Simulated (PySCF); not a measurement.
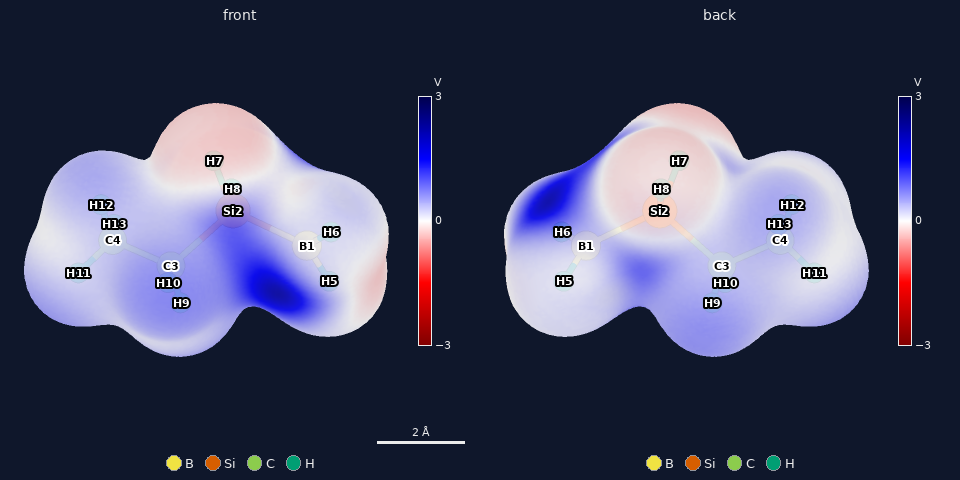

C2H9BSi (SMILES B[SiH2]CC). The molecular electrostatic potential painted on the density surface at 0.002 e/bohr³, seen from the front and from behind; the colour scale runs from red (negative) to blue (positive).

Geometry: GFN2-xTB.

Computed with PySCF, B3LYP/def2-SVPD, SCF density, gas phase.

The calculation's input:

```
{"job": {"kind": "uv", "xc": "B3LYP", "basis": "def2-SVPD", "nstates": 8, "ntriplets": 3}, "charge": 0, "multiplicity": 1}
B      2.507602     0.504732     0.290449
Si     0.675357     0.662129    -0.371633
C     -0.495184    -0.572500     0.517832
C     -1.933708    -0.487465     0.026271
H      3.156642    -0.447186     0.085950
H      3.014794     1.356418     0.911536
H      0.034914     1.983648    -0.210934
H      0.530373     0.373173    -1.814350
H     -0.128324    -1.590599     0.372833
H     -0.476248    -0.390011     1.594643
H     -2.567899    -1.208525     0.541252
H     -2.338131     0.506673     0.200556
H     -1.984576    -0.690001    -1.040724
```

Launched as:

```sh
OMP_NUM_THREADS=1 python probes_run.py task.json out
```

Where is the surface potential most negative and most positive?

The most negative region (about −0.3 V) lies over H7, the most positive (about +2.0 V, or +46 kcal/mol for a unit charge) over B1.

How polar is the molecule by this calculation?

Its dipole moment is 0.68 D.
